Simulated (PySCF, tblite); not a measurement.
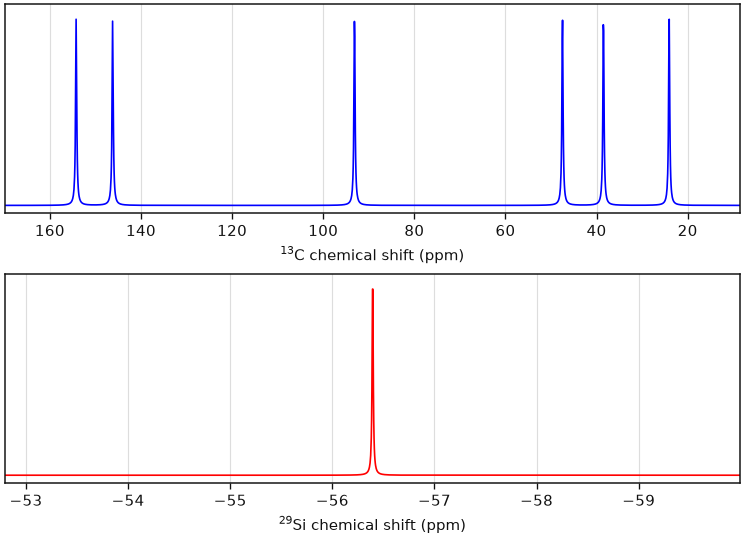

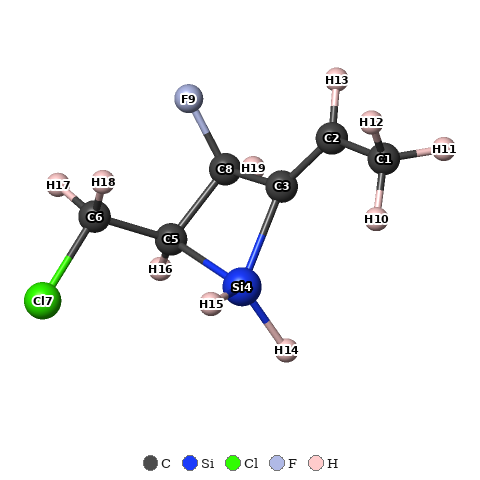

Spectrum and numbered structure of C₆H₁₀ClFSi, SMILES C/C=C1\[SiH2][C@@H](CCl)[C@H]1F. GIAO shifts, PBE0/pcSseg-1 with PySCF 2.14.0, at a GFN2-xTB geometry (a minimum by its frequencies), against TMS for ¹³C and TMS for ²⁹Si computed at the same level. Gas phase, fully decoupled, line heights follow the number of nuclei, widths are arbitrary (no quadrupolar broadening); values of one conformer, averaged over methyl-type rotors and exact or near symmetry; other conformers aren't averaged in.

**Assign the ¹³C signals to the numbered atoms.**

| δ (ppm) | nuclei | atoms |
| --- | --- | --- |
| 154.2 | 1 | C2 |
| 146.2 | 1 | C3 |
| 93.1 | 1 | C8 |
| 47.5 | 1 | C6 |
| 38.5 | 1 | C5 |
| 24.1 | 1 | C1 |

**Where does the ²⁹Si line lie?**

At −56.4 ppm (Si4).

Known limits of this run: the tight-binding geometry is rougher than a DFT one and adds to the error.
